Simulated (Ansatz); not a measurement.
# AlH2Br (SMILES [H][Al]([H])[Br]) at CCSDT(Q)/STO-3G

What is the energy change on altering one bond length of AlH2Br at CCSDT(Q)/STO-3G? 

The calculation is run with Ansatz 0.2.0.

51 further runs of the same task are left out: 2 that didn't finish, 49 set aside as unsound or not needed.

**1. The system as given**

AlH2Br has 4 atoms, charge 0, and is taken as a singlet. As SMILES, `[H][Al]([H])[Br]`. The shape comes from GFN2-xTB, which is rough for such elements, and wasn't checked as a minimum.

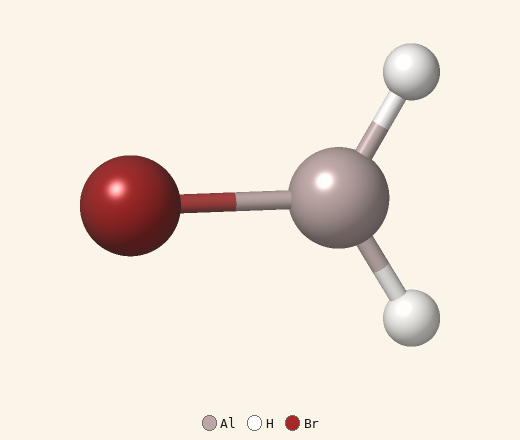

Viewed from a chosen angle; aluminium light grey, hydrogen white, bromine red.

**2. A single-point energy at CCSDT(Q)/STO-3G**

The input, molecule.yaml:

```yaml
crystal:
  periodic: [false, false, false]
  atoms:
    - {symbol: Al, position_ang: [0.085960, 0.143320, 0.001240]}
    - {symbol: H, position_ang: [1.619870, 0.141230, 0.011920]}
    - {symbol: H, position_ang: [-0.640600, 1.494120, -0.021230]}
    - {symbol: Br, position_ang: [-1.065230, -1.778670, 0.008060]}
basis:
  gaussian:
    orbitals: STO-3G
correlation:
  method: ccsdt_q
  frozen_orbitals: {Al: 5, Br: 9, H: 0}
accuracy: high
scf:
  omitted_lower_state_checks: [cluster_reference, increment]
```

The run is started by

```bash
ansatz run molecule.yaml --threads 1 --pin off --max-ram 2610MiB --events-out events.jsonl --progress --plain --runs-dir runs
```

Log, shortened:

```text
Warning: RAYON_NUM_THREADS=1 ignored (pool sized by the plan → 1); use --threads N
Functional definition: HF
  name "HF"
[...]
413 factors; integrals over basis functions are off by at most 7.7e-9 eV
[...]
mean field -75781.11424720 eV, -2784.9045823003 hartree, gradient 5.1e-8 eV, S^2 0.000000; 0 other end points of the search recorded, 0 dependent functions left out
14 core orbitals not correlated: weight in the atoms' cores, before any rotation towards them, 0.999 or more for the frozen orbitals, at most 0.000 for the correlated occupied ones
reference -75781.11424720 eV, -2784.9045823003 hartree; 11, 11 occupied and 4, 4 virtual orbitals, 413 factors
second order -0.90180951 eV of doubles, -0.00000000 eV of singles
cycle   1  -1.14022514 eV  change   -2.4e-1 eV  update   5.0e-2
[...]
cycle  19  -1.30772118 eV  change   -1.8e-9 eV  update   2.1e-9
perturbative correction -0.00012180 eV, -0.0000044761 hartree
Total energy: -75782.42209017 eV, -2784.9526446433 hartree
Checks for a lower state left out: cluster_reference, increment
```

Wall time 0.54 s (1 thread of Arm Neoverse V1, shared host).

**3. The distorted shape at the same level**

The input, in.yaml:

```yaml
basis:
  gaussian:
    orbitals: STO-3G
crystal:
  periodic: [false, false, false]
  atoms:
    - {symbol: Al, position_ang: [0.267619, -0.194416, 0.006858]}
    - {symbol: H, position_ang: [1.801529, -0.196506, 0.017538]}
    - {symbol: H, position_ang: [-0.640600, 1.494120, -0.021230]}
    - {symbol: Br, position_ang: [-0.883571, -2.116406, 0.013678]}
correlation:
  method: ccsdt_q
  frozen_orbitals: {Al: 5, Br: 9, H: 0}
accuracy: high
scf:
  omitted_lower_state_checks: [cluster_reference, increment]
```

The run is started by

```bash
ansatz run in.yaml --threads 1 --pin off --max-ram 2610MiB --events-out events.jsonl --progress --plain --runs-dir runs
```

Log, shortened:

```text
Warning: RAYON_NUM_THREADS=1 ignored (pool sized by the plan → 1); use --threads N
Functional definition: HF
  name "HF"
[...]
412 factors; integrals over basis functions are off by at most 2.0e-8 eV
[...]
mean field -75779.49645872 eV, -2784.8451296705 hartree, gradient 9.6e-8 eV, S^2 0.000000; 0 other end points of the search recorded, 0 dependent functions left out
14 core orbitals not correlated: weight in the atoms' cores, before any rotation towards them, 0.999 or more for the frozen orbitals, at most 0.000 for the correlated occupied ones
reference -75779.49645872 eV, -2784.8451296705 hartree; 11, 11 occupied and 4, 4 virtual orbitals, 412 factors
second order -1.11778495 eV of doubles, -0.00000000 eV of singles
cycle   1  -1.44393012 eV  change   -3.3e-1 eV  update   6.5e-2
[...]
cycle  22  -1.70004531 eV  change  -6.7e-10 eV  update   1.2e-9
perturbative correction 0.00005902 eV, 0.0000021689 hartree
Total energy: -75781.19644501 eV, -2784.9076030144 hartree
Checks for a lower state left out: cluster_reference, increment
```

It took 0.56 s on 1 thread of Arm Neoverse V1, shared host.

**4. Summary of results**

Level: CCSDT(Q)/STO-3G, 14 core orbitals frozen.

```
                                                          quantity           value
                                         first shape: total energy  -2784.95264 Eh
         first shape: correlation energy (14 core orbitals frozen)       -48.1 mEh
                                        first shape: T1 diagnostic           0.006
                                     distorted shape: total energy  -2784.90760 Eh
     distorted shape: correlation energy (14 core orbitals frozen)       -62.5 mEh
                                    distorted shape: T1 diagnostic           0.007
energy change with the Al1–H3 bond stretched from 1.534 to 1.917 Å        1.226 eV
```

**Reading.** With the Al1–H3 bond stretched from 1.534 to 1.917 Å the energy rises by 1.23 eV (28 kcal/mol). The first shape isn't relaxed at this level, so the change isn't measured from a minimum. The minimal basis adds a large error of its own.
